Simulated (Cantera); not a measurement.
Charge: 1 mol borazine, 0.17 mol H₂O, 21 mol H₂, at 1.33 mbar.

These are equilibrium values from Cantera (NASA tables, ideal gas, pure condensed phases), not measurements of a reactor. Candidate condensed phases: B, BN, B₂O₃, B₃O₃H₃, H₂O; 39 gas species. The feed counts by its element totals alone. Mutual solubility and eutectic melting of coexisting phases are not modelled. The tables' values for BH₂ are old estimates; treat these amounts as uncertain. Kinetics and transport are ignored.

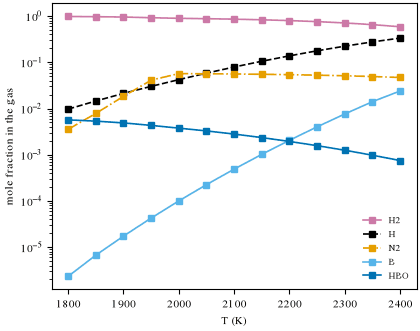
Equilibrium gas composition (values under 1e-9 drawn at 1e-9)

At 1800 K the condensed part is BN(s). From 1850 K to 1950 K the condensed part is B(s) + BN(s). From 2000 K to 2300 K the condensed part is B(s). From 2350 K to 2400 K the condensed part is B(l). The main B-bearing gas is HBO at 1800 K and B at 2400 K.
